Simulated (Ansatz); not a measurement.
# SnTe2 (model cell, started as rutile): phonons and vibrational spectra, part 2 of 2

Task: relax SnTe2 (model cell, started as rutile), then find its harmonic phonons.

Ansatz 0.2.0; DFT PBE, scalar-relativistic, plane waves, PAW.

So far. Step 3 (Relaxation): Little changed from the start: no atom moved by 0.005 Å and no cell edge by 0.1 %. The relaxed cell has a = 7.062, c = 4.423 Å (conventional setting).

The structure was built from a prototype and need not be the compound's stable phase.

## 4. Relaxing to small forces for the phonons

Phonons need a cell at rest on their own settings, so the relaxation is repeated with tight tolerances on forces and stress on the k mesh and occupations of the first response run.

Contents of input.yaml:

```yaml
crystal:
  lattice:
    - [7.0615379015, 0.0, 0.0]
    - [0.0, 7.0615379015, 0.0]
    - [0.0, 0.0, 4.4226511855]
  atoms:
    - { symbol: Sn, position: [0.0, 0.0, 0.0] }
    - { symbol: Sn, position: [0.5, 0.5, 0.5] }
    - { symbol: Te, position: [0.3019975446, 0.3019975446, 0.0] }
    - { symbol: Te, position: [0.6980024554, 0.6980024554, 0.0] }
    - { symbol: Te, position: [0.8019975446, 0.1980024554, 0.5] }
    - { symbol: Te, position: [0.1980024554, 0.8019975446, 0.5] }
kpoints:
  mp_grid: { grid: [6, 6, 8] }
hamiltonian:
  xc: pbe
scf:
  occupations: { method: methfessel_paxton, width: 0.2 }
output:
  forces: true
  stress: true
  eigenvalues: true
relax:
  adjacent_minimum: "off"
  f_tol: 0.001
  max_steps: 60
  cell: { stress_tol: 0.01 }
```

Command:

```sh
$ ansatz run input.yaml --threads 4 --pin off --max-ram 14336MiB --backend cpu --events-out ev --progress --plain --runs-dir out
```

Numbers of over 12 decimals in the logs are rounded to 6 here.

The program printed:

```text
[...]
Crystal: 6 atoms, lattice volume = 220.537 Å³
Basis set: ecut = 420 eV, 4307 PW (Γ), exchange–correlation on 96×96×60 points (8 copies of the dense FFT grid, shifted against one another)
Bands: 56, of which v1, the nominal top of the filled ones, is band 46 counted from 1 (45 counted from 0)
Symmetry: 16 space group operations
[...]
k-points: 50 of 288
[...]
cell:  # Å, volume = 220.3688 Å³
    - [7.057721, 0, 0.0]
    - [0, 7.057721, 0.0]
    - [0.0, 0.0, 4.424060]
  atoms:
    - { symbol: Sn, position: [0, 0, 0.0] }
    - { symbol: Sn, position: [0.500000, 0.500000, 0.5] }
    - { symbol: Te, position: [0.302069, 0.302069, 0.0] }
    - { symbol: Te, position: [0.697931, 0.697931, 0.0] }
    - { symbol: Te, position: [0.802069, 0.197931, 0.5] }
    - { symbol: Te, position: [0.197931, 0.802069, 0.5] }
[key lines of the parts left out:]
SCF converged after 6 iterations
Free energy (F): -39967.729687 eV
Fermi energy:    6.798882 eV
P = ⅓ Tr σ = 0.0016 GPa (0.016 kbar)
```

Wall time 30 s (4 threads of Arm Neoverse V2, shared host); peak memory 0.89 GiB.

Little changed from the start: no atom moved by 0.005 Å and no cell edge by 0.1 %.

Numbers from this step:

* pressure: 0.001580 GPa
* volume per atom: 36.73 Å³

The largest force component left is 0.83 meV/Å and the pressure is 0.002 GPa, within the tolerances set. The cell now holds 36.73 Å³/atom.

## 5. Modes at Γ

The zone centre comes first: it holds the modes that light can see, as far as symmetry allows. No field response is asked, since the mesh shows no gap.

Contents of input.yaml:

```yaml
crystal:
  lattice:
    - [7.0577214653, 0.0, 0.0]
    - [0.0, 7.0577214653, 0.0]
    - [0.0, 0.0, 4.4240602484]
  atoms:
    - { symbol: Sn, position: [0.0, 0.0, 0.0] }
    - { symbol: Sn, position: [0.5, 0.5, 0.5] }
    - { symbol: Te, position: [0.3020693096, 0.3020693096, 0.0] }
    - { symbol: Te, position: [0.6979306904, 0.6979306904, 0.0] }
    - { symbol: Te, position: [0.8020693096, 0.1979306904, 0.5] }
    - { symbol: Te, position: [0.1979306904, 0.8020693096, 0.5] }
kpoints:
  mp_grid: { grid: [6, 6, 8] }
hamiltonian:
  xc: pbe
scf:
  occupations: { method: methfessel_paxton, width: 0.2 }
output:
  eigenvalues: true
phonons:
  method: dfpt
```

The program printed:

```text
zone centre: on kpoints.mp_grid the ground state, and the responses unless they are solved on pairs of k-points, stand on 100 of the mesh's 288 k-points, reduced under 2 symmetry operations, with k and −k counted as one. Each operation leaves every solved displacement unchanged or reverses it
[...]
Crystal: 6 atoms, lattice volume = 220.369 Å³
Basis set: ecut = 420 eV, 4307 PW (Γ), exchange–correlation on 96×96×60 points (8 copies of the dense FFT grid, shifted against one another)
Bands: 56, of which v1, the nominal top of the filled ones, is band 46 counted from 1 (45 counted from 0)
Symmetry: 16 space group operations
k-points: 100 of 288 (irreducible under 2 space group operations, time reversal used)
[...]
SCF iter   1: F=—  HF=-39967.731625 eV  |F-HF|=—  |Δ(HF+E_count)|=         —  Δρ=1.80e-3  dr2=6.86e-3  ethr=1.77e-3  ⟨swp⟩=8.0  Hψ=22907  notcnv=0
[...]
SCF iter   9: F=-39967.729687 eV  HF=-39967.729687 eV  |F-HF|=1.46e-11  |Δ(HF+E_count)|=  1.60e-10  S|Δr|=    0.00e0  Δρ=5.47e-8  dr2=5.97e-12  ethr=1.00e-12  ⟨swp⟩=11.3  Hψ=36231  notcnv=0
SCF 1 converged in 9 iterations: F = -39967.729687 eV  dr2 = 5.97e-12
[...]
DFPT response loops at Γ: preconditioner auto → Kerker (q_TF=auto, 2.359 Å⁻¹) (partly filled bands, converged f_vac=0.081); β = 1.00, the filter's whole step (`scf.mixing.beta` (0.50) is not read by the response loops under this deck's `scf.mixing.preconditioner`; to damp them name `kerker` or `kerker_dos`, under which they read `scf.mixing.beta`, and type it under 1.00, their step now; both keys bind the ground state too); Broyden in place of MSR1
SCF converged after 9 iterations
[...]
Free energy (F): -39967.729687 eV
[...]
Internal energy: -39967.726393 eV  (E = F + TS)
E sigma→0 (E₀):  -39967.728864 eV
Entropy (-TS):   -0.003294 eV (-0.549 meV/atom)
Fermi energy:    6.798882 eV
[...]
--- Band table (eV; the first three rows and the last of 100) ---
  k-point 0: bands = [... 42 lower, 6.1167, 6.1167, 6.7689, 6.7689, 7.3910, 7.4573, 8.6786, 8.6786, ... 6 higher]
  k-point 1: bands = [... 42 lower, 5.4147, 6.5494, 6.7845, 6.7845, 7.2510, 7.9511, 9.3127, 9.3127, ... 6 higher]
  k-point 2: bands = [... 42 lower, 4.6276, 6.5073, 6.5073, 6.8349, 6.8498, 8.3424, 9.9957, 10.1983, ... 6 higher]
  k-point 99: bands = [... 42 lower, 6.1659, 6.1659, 6.3520, 6.3520, 6.7320, 6.7320, 10.3692, 10.3692, ... 6 higher]
--- Phonons (Γ-DFPT): 4 representative perturbations + reference, on 100 of 288 k-points (Σ response iterations 12) ---
  k mesh reduced under 2 symmetry operations, with k and −k counted as one. Each operation leaves every solved displacement unchanged or reverses it
  ASR residual: 1.174e-4 → 0.000e0 eV/Å²; symmetrization residual: 2.986e-5 eV/Å²
  ASR residual per site (eV/Å²): 1.17e-4 1.17e-4 1.14e-4 1.14e-4 1.14e-4 1.14e-4
  Γ frequencies (cm⁻¹): -55.46 -55.46 -48.43 -36.33 -11.64 0.00 0.00 0.00 82.03 82.03 86.44 86.44 107.95 114.93 131.07 132.39 135.86 135.86
  non-analytic LO–TO correction: not included (Born effective charges unavailable; polar crystals: no LO–TO splitting at Γ)
```

The job ended after 2.6 min (4 threads; peak memory 3.8 GiB; 10 min of CPU time).

This step gave:

```yaml
sum_rule_residual_before_enforcement: 1.17e-4 eV/Å²
point_group: 4/mmm
highest_optical_mode_at_the_zone_centre_no_lo_to_term: 135.9 cm⁻¹
lowest_optical_zone_centre_mode: -55.46 cm⁻¹
```

Patterns of degenerate modes are one choice out of their space. Modes at Γ, with each element's share of the kinetic energy (negative means imaginary):

```tsv
mode	frequency (cm⁻¹)	symmetry	Sn %	Te %
1	-55.5	Eu	29	71
2	-55.5	Eu	29	71
3	-48.4	A2g	0	100
4	-36.3	B1g	0	100
5	-11.6	B1u	54	46
6	0.0	acoustic	32	68
7	0.0	acoustic	32	68
8	0.0	acoustic	32	68
9	82.0	Eg	0	100
10	82.0	Eg	0	100
11	86.4	Eu	70	30
12	86.4	Eu	70	30
13	108.0	A1g	0	100
14	114.9	B2g	0	100
15	131.1	A2u	68	32
16	132.4	B1u	46	54
17	135.9	Eu	69	31
18	135.9	Eu	69	31
```

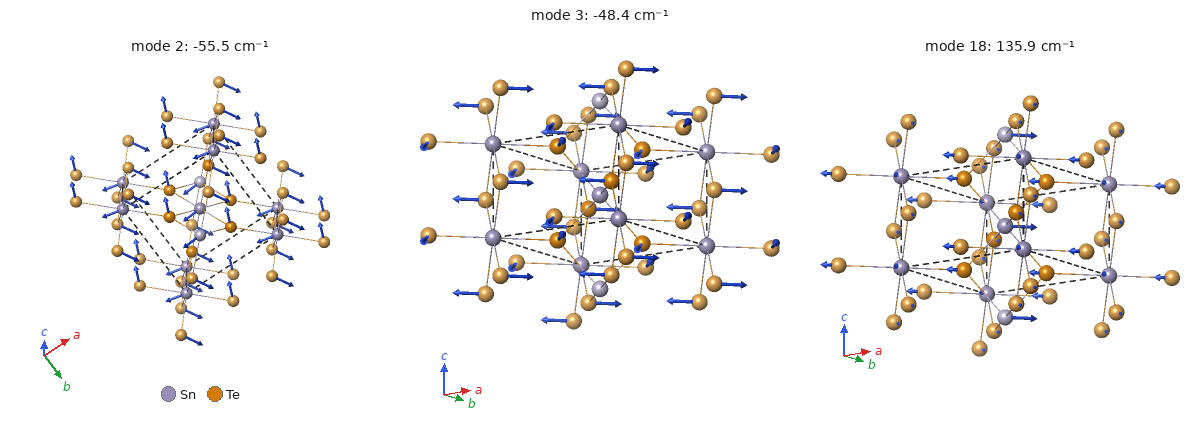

Displacement patterns of modes 2, 3 and 18 at Γ; arrows are exaggerated. Some periodic images of atoms are drawn too.

Before it was imposed, the acoustic sum rule was missed by 1.2e-4 eV/Å². Small misses are needed for a sound result but don't prove that mesh and cutoff are converged. The lowest optical mode is imaginary, 55.5i cm⁻¹, so the energy falls along it.

## 6. Response at finite wavevector

Stability and thermal properties need the whole zone. Linear response on a 2×2×2 q mesh gives force constants as far as a supercell of that size would.

input.yaml: that of step 5 with these lines changed.

```diff
@@ -22 +22,9 @@
   method: dfpt
+  qmesh: [2, 2, 2]
+  temperatures: { t_max: 1000, t_step: 50 }
+  qpath:
+    path:
+      - [[0.0, 0.0, 0.0], [0.0, 0.5, 0.0], [0.5, 0.5, 0.0], [0.0, 0.0, 0.0], [0.0, 0.0, 0.5], [0.0, 0.5, 0.5], [0.5, 0.5, 0.5], [0.0, 0.0, 0.5]]
+      - [[0.0, 0.5, 0.0], [0.0, 0.5, 0.5]]
+      - [[0.5, 0.5, 0.0], [0.5, 0.5, 0.5]]
+    npoints: 10
```

The program printed:

```text
Warning: phonons: the dynamical matrix that this run interpolates holds no multipole term above the dipole-dipole one, and a site of this crystal is no centre of inversion, so its interpolated transverse optical and acoustic branches and sound speeds can stay off near Gamma, and the density of states and the thermodynamics with them. What a run solves at a wave vector of phonons.qpoints, Gamma apart, where the deck admits one, is free of this, and under fd what a larger phonons.supercell samples
[...]
Crystal: 6 atoms, lattice volume = 220.369 Å³
Basis set: ecut = 420 eV, 4307 PW (Γ), exchange–correlation on 96×96×60 points (8 copies of the dense FFT grid, shifted against one another)
Bands: 56, of which v1, the nominal top of the filled ones, is band 46 counted from 1 (45 counted from 0)
Symmetry: 16 space group operations
k-points: 50 of 288
[...]
SCF iter   1: F=—  HF=-39967.731629 eV  |F-HF|=—  |Δ(HF+E_count)|=         —  Δρ=1.80e-3  dr2=6.86e-3  ethr=1.77e-3  ⟨swp⟩=8.1  Hψ=11464  notcnv=0
[...]
SCF iter   9: F=-39967.729687 eV  HF=-39967.729687 eV  |F-HF|=0.00e0  |Δ(HF+E_count)|=  1.46e-10  S|Δr|=    0.00e0  Δρ=5.50e-8  dr2=6.01e-12  ethr=1.00e-12  ⟨swp⟩=11.3  Hψ=18139  notcnv=0
SCF 1 converged in 9 iterations: F = -39967.729687 eV  dr2 = 6.01e-12
[...]
SCF iter   8: F=-39967.729687 eV  HF=-39967.729687 eV  |F-HF|=1.46e-11  |Δ(HF+E_count)|=  7.28e-12  S|Δr|=    0.00e0  Δρ=2.12e-8  dr2=1.69e-12  ethr=1.00e-12  ⟨swp⟩=3.0  Hψ=7382  notcnv=0
SCF 2 converged in 8 iterations: F = -39967.729687 eV  dr2 = 1.69e-12
[...]
phonons: the bands overlap, so this run is a metal and interpolates without the dipole-dipole term. If the crystal is really an insulator or semiconductor, its LO-TO splitting is missing
NSCF: frozen V_eff on 50 k-points
WARN: eigensolver did not converge (k=1): 1 band(s) unlocked after 20 sweeps at ethr=1.22e-12 eV (storage-precision floor; scheduled 1.00e-12 eV) (lowest unlocked band 55, counted from 0; max residual 3.01e-6 eV among the unlocked bands, 3.01e-6 eV over every band; other slots of this pass that fall short are told together in one closing line; warning suppressed until the next SCF loop or pass starts)
[...]
DFPT response loops at q = (0, 0, 0) (fractional): preconditioner auto → Kerker (q_TF=auto, 2.359 Å⁻¹) (partly filled bands, converged f_vac=0.081); β = 1.00, the filter's whole step (`scf.mixing.beta` (0.50) is not read by the response loops under this deck's `scf.mixing.preconditioner`; to damp them name `kerker` or `kerker_dos`, under which they read `scf.mixing.beta`, and type it under 1.00, their step now; both keys bind the ground state too); Broyden in place of MSR1
[...]
SCF converged after 9 iterations
[...]
Free energy (F): -39967.729687 eV
[...]
Internal energy: -39967.726393 eV  (E = F + TS)
E sigma→0 (E₀):  -39967.728864 eV
Entropy (-TS):   -0.003294 eV (-0.549 meV/atom)
Fermi energy:    6.798882 eV
[...]
--- Band table (eV; the first three rows and the last of 50) ---
  k-point 0: bands = [... 42 lower, 6.1167, 6.1167, 6.7689, 6.7689, 7.3910, 7.4573, 8.6786, 8.6786, ... 6 higher]
  k-point 1: bands = [... 42 lower, 5.4147, 6.5494, 6.7845, 6.7845, 7.2510, 7.9511, 9.3127, 9.3127, ... 6 higher]
  k-point 2: bands = [... 42 lower, 4.6276, 6.5073, 6.5073, 6.8349, 6.8498, 8.3424, 9.9957, 10.1983, ... 6 higher]
  k-point 49: bands = [... 42 lower, 6.1659, 6.1659, 6.3520, 6.3520, 6.7320, 6.7320, 10.3692, 10.3692, ... 6 higher]
--- Phonons (Γ-DFPT): 4 representative perturbations + reference (Σ response iterations 12) ---
  ASR residual: 1.167e-4 → 0.000e0 eV/Å²; symmetrization residual: 2.980e-5 eV/Å²
  ASR residual per site (eV/Å²): 1.16e-4 1.16e-4 1.17e-4 1.17e-4 1.17e-4 1.17e-4
[...]
--- Phonons (arbitrary-q DFPT): 6 irreducible q on the 2×2×2 mesh ---
  q = [0.0000, 0.0000, 0.0000] (star 1, of the zone-centre solve; hermiticity 1.38e-5, symmetrization 8.99e-12): -55.46 -55.46 -48.43 -36.33 -11.64 -0.00 -0.00 0.00 82.03 82.03 86.44 86.44 107.95 114.93 131.07 132.39 135.86 135.86
  q = [0.0000, 0.0000, -0.5000] (star 1, 4 solved perturbations in 330 linear systems a pass and spin channel, the states on 100 of 288 k-point pairs; hermiticity 1.33e-5, symmetrization 4.84e-12): -57.93 -57.93 -45.19 -45.19 25.05 25.05 59.29 59.29 87.88 87.88 90.10 90.10 97.84 97.84 118.99 118.99 133.69 133.69
  q = [0.0000, -0.5000, 0.0000] (star 2, 6 solved perturbations on 100 of 288 k-point pairs; hermiticity 1.55e-5, symmetrization 2.93e-6): -56.43 -56.43 -44.81 -44.81 -8.11 -8.11 51.96 51.96 63.24 63.24 83.77 83.77 125.35 125.35 130.95 130.95 133.94 133.94
[...]
sum rule: each row above includes the acoustic sum rule's correction from the zone centre's row sums; it moved no ω² by more than (0.63 cm⁻¹)²
  mesh force constants: q→R imaginary residual 1.03e-17; ASR residual 1.167e-4 → 0.000e0 eV/Å²; symmetrization residual 2.665e-15 eV/Å²
  interpolated dispersion: 93 rows × 18 modes
  density of states and harmonic sums: on the 10×10×14 q-mesh, interpolated from the force constants of a 2×2×2 supercell (no non-analytic term)
  largest difference from the sums on the solved wave vectors: F 3.68e-1 eV, S 4.68e-4 and C_V 1.00e-4 eV/K
  zero-point energy: 0.073828 eV/cell   skipped modes (ω ≤ 0): 785, of them read as no rigid motion or as one in doubt: 782 (4.588e0 modes/cell left out, lowest -63.89 cm⁻¹)   left out of the sums: 2.55e-1 of the cell's modes: C_V's classical limit lies that fraction below 3 k_B per atom; for a crystal, a wire or a layer, F and S can be off by more, and a phonons.interpolated_qmesh denser along its periods is the remedy for the sampling
```

The job ended after 15 min (4 threads; peak memory 3.2 GiB; 60 min of CPU time).

This step gave:

| Item | Value |
| --- | --- |
| lowest frequency on the path | -63.89 cm⁻¹ |
| highest frequency on the path or at a solved wavevector | 136.7 cm⁻¹ |
| lowest mode on the q mesh (acoustic modes at Γ apart) | -63.89 cm⁻¹ |

Frequencies (cm⁻¹) solved at each irreducible wavevector; negative means imaginary. Frequencies by wavevector, by row:

```tsv
q in reciprocal lattice units	star	mode 1	mode 2	mode 3	mode 4	mode 16	mode 17	mode 18
0 0 0	1	-55.5	-55.5	-48.4	-36.3	132.4	135.9	135.9
0 0 -0.5	1	-57.9	-57.9	-45.2	-45.2	119	133.7	133.7
0 -0.5 0	2	-56.4	-56.4	-44.8	-44.8	130.9	133.9	133.9
0 -0.5 -0.5	2	-52	-52	-41	-41	122	135.1	135.1
-0.5 -0.5 0	1	-63.9	-63.9	-55.6	-55.6	130.5	133.5	133.5
-0.5 -0.5 -0.5	1	-45.8	-45.8	-39.3	-39.3	119.9	136.6	136.6
```

Interpolated from a 2×2×2 q mesh, rough between the solved points. The phonon branches at the labelled points (cm⁻¹):

```tsv
point	branch 1	branch 2	branch 3	branch 4	branch 15	branch 16	branch 17	branch 18
Γ	-56	-56	-48	-36	131	132	136	136
X	-56	-56	-45	-45	131	131	134	134
M	-64	-64	-56	-56	130	130	134	134
Γ	-56	-56	-48	-36	131	132	136	136
Z	-58	-58	-45	-45	119	119	134	134
R	-52	-52	-41	-41	122	122	135	135
A	-46	-46	-39	-39	120	120	137	137
Z	-58	-58	-45	-45	119	119	134	134
jump to X	-56	-56	-45	-45	131	131	134	134
R	-52	-52	-41	-41	122	122	135	135
jump to M	-64	-64	-56	-56	130	130	134	134
A	-46	-46	-39	-39	120	120	137	137
```

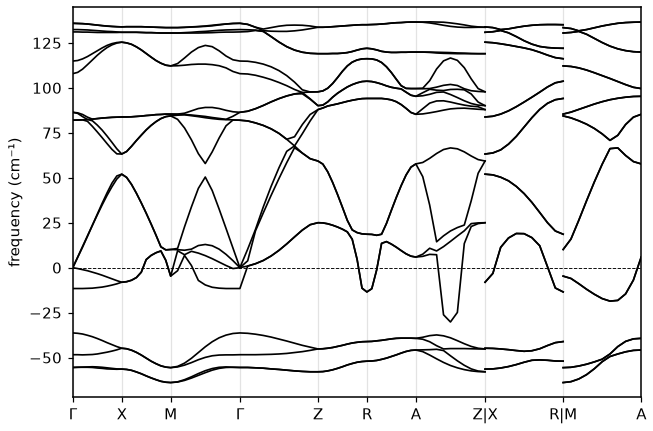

Phonon branches along the path.

The phonon density of states has structure finer than the step of the table below, so its rows give means over 10 cm⁻¹, whole bins alone (the curve runs from -65 to 137 cm⁻¹). Peaks (cm⁻¹: height): -55.0: 0.321, -49.0: 0.266, 13.0: 0.108, 93.0: 0.175, 121.0: 0.305, 133.0: 0.498.

Tetrahedra on a 10×10×14 mesh, mean over bins of 2 cm-1. Interpolated from a 2×2×2 q mesh, rough between the solved points. Phonon density of states against wavenumber; means over each step:

```tsv
wavenumber (cm⁻¹)	phonon density of states (1/cm⁻¹/cell)
-60	0.0908
-50	0.216
-40	0.0934
-30	0.00101
-20	0.0120
-10	0.0259
0	0.0420
10	0.0897
20	0.0540
30	0.0348
40	0.0624
50	0.0524
60	0.0296
70	0.0476
80	0.115
90	0.165
100	0.0871
110	0.0831
120	0.190
130	0.253
```

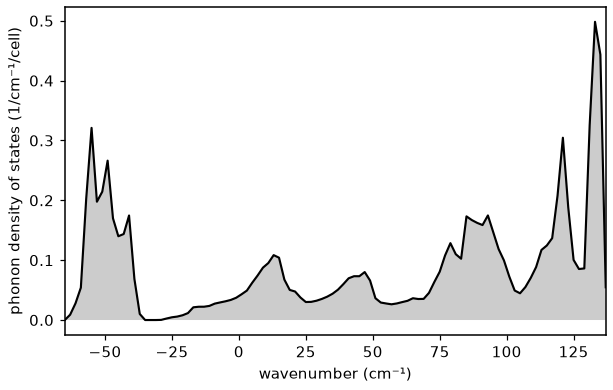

Phonon density of states, plotted against wavenumber.

The partial phonon density of states has structure finer than the step of the table below, so its rows give means over 10 cm⁻¹, whole bins alone (the curve runs from -73.5 to 151 cm⁻¹). Peaks (cm⁻¹: height): Sn -55.2: 0.0296, 12.5: 0.0551, 77.4: 0.0492, 121.1: 0.0917, 133.8: 0.225; Te -55.2: 0.213, 12.5: 0.0546, 92.9: 0.148, 121.1: 0.145, 133.8: 0.171.

Phonopy on the run's constants, 9x9x13 mesh, Gaussian sigma 2.0 cm-1. Interpolated from a 2×2×2 q mesh, rough between the solved points. Partial phonon density of states against wavenumber; means over each step; values in 1/cm⁻¹/cell:

```tsv
wavenumber (cm⁻¹)	Sn	Te
-60	0.0116	0.0816
-50	0.0152	0.196
-40	0.00312	0.0914
-30	0.00179	0.00165
-20	0.00949	0.00512
-10	0.0185	0.0137
0	0.0115	0.0136
10	0.0442	0.0460
20	0.0324	0.0312
30	0.0157	0.0159
40	0.0282	0.0318
50	0.0250	0.0276
60	0.0189	0.0120
70	0.0274	0.0242
80	0.0378	0.0772
90	0.0205	0.137
100	0.0115	0.0808
110	0.0215	0.0601
120	0.0701	0.114
130	0.134	0.106
140	0.0425	0.0324
```

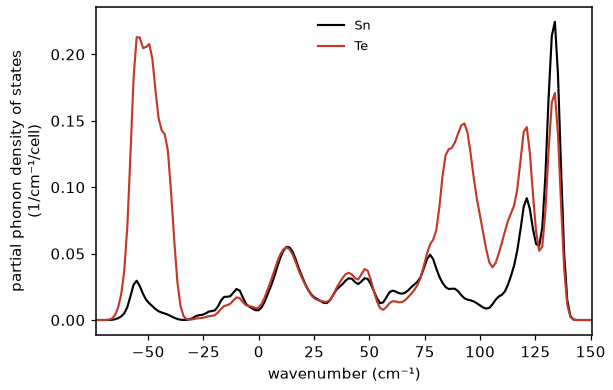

Partial phonon density of states against wavenumber.

Symmetry leaves 6 wavevectors to solve. The lowest mode among them, the acoustic zeros apart, lies at q = (-0.5, -0.5, 0) and is imaginary, 63.9i cm⁻¹, so the energy falls along it.

## 7. Outcome

```json
{
  "space group after relaxation (within 0.01 Å)": "P4_2/mnm",
  "volume per atom": "36.7 Å³",
  "electronic character": "no gap on this mesh",
  "highest optical mode at the zone centre (no LO-TO term)": "136 cm⁻¹",
  "lowest optical zone-centre mode": "-55.5 cm⁻¹",
  "lowest mode on the q mesh (acoustic modes at Γ apart)": "-63.9 cm⁻¹",
  "highest frequency on the path or at a solved wavevector": "137 cm⁻¹",
  "imaginary modes on the 2×2×2 q mesh": "yes"
}
```

In words: Modes are clearly imaginary (beyond 10i cm⁻¹) at 6 of the 6 irreducible wavevectors, most at q = (-0.5, -0.5, 0) (63.9i cm⁻¹), so this structure is not a minimum of the energy. The optical modes at Γ span -55 to 136 cm⁻¹ (negative means imaginary). The highest mode in this list at Γ, 135.9 cm⁻¹, has its largest share on Sn (69 % of the kinetic energy). The q mesh stands for a supercell only 8.8 Å across, so branches between the solved wavevectors are rough. With no gap, or one that is small against the smearing, the frequencies hang on the k mesh and the smearing, most of all near Kohn anomalies. A semilocal functional can close a gap that the real compound would have, so the metallic treatment may be an artefact of the level. Spin-orbit coupling is left out, which can matter for the heavy elements here. A phonon run warned that its eigensolver left some bands unconverged in a pass. The starting cell was built on a prototype and not taken from a measurement, so the phase need not exist. These are harmonic frequencies at zero temperature: anharmonic shifts, linewidths and thermal expansion are left out.

[Logs are printed without paths, hosts, clocks, repeated set-up lines and the standing remarks that a program may print on its own settings, such as how far it seeks lower states.]

[Hosts, paths, dates, database ids (printed as entryN), source tags and the programs' standing remarks are cut or masked in the printed files.]
